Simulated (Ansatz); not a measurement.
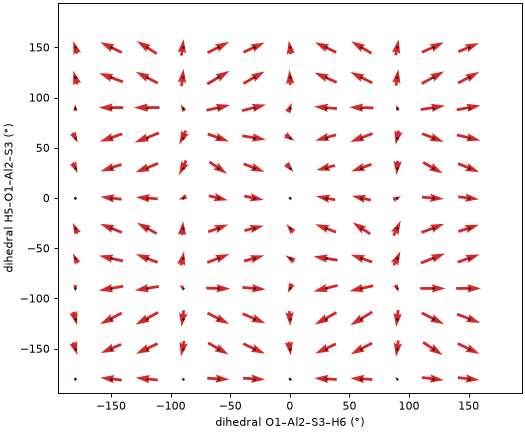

AlClH₂OS, SMILES [OH][Al]([SH])[Cl]. 
- Coordinates scanned: (1) dihedral O1–Al2–S3–H6; (2) dihedral H5–O1–Al2–S3.
- Nothing is relaxed (all other coordinates rigid).
- Grid: 12 × 12 points; 74 points were computed and 70 follow by symmetry.
- Theory: RKS wB97X-V/def2-SVP (Ansatz 0.2.0).

The picture shows dots at the grid points, arrows along the force (downhill), their lengths compressed.

The arrows alone are given. Where are the wells?

The arrows converge at dihedral O1–Al2–S3–H6 = 0°, dihedral H5–O1–Al2–S3 = −180°; dihedral O1–Al2–S3–H6 = −180°, dihedral H5–O1–Al2–S3 = −180° (0.43 kJ/mol up); dihedral O1–Al2–S3–H6 = −180°, dihedral H5–O1–Al2–S3 = 0° (4.9 kJ/mol up); dihedral O1–Al2–S3–H6 = 0°, dihedral H5–O1–Al2–S3 = 0° (9.2 kJ/mol up) (read from the interpolated surface).

The energy map of the same scan:

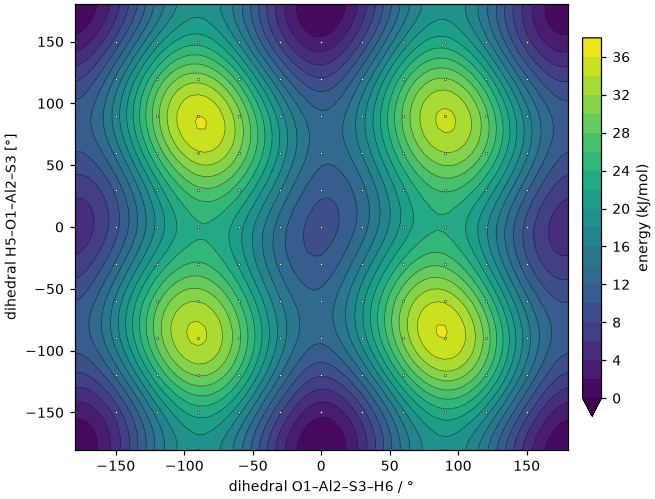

Energies are in kJ/mol, from the lowest grid point; between grid points the surface is interpolated.
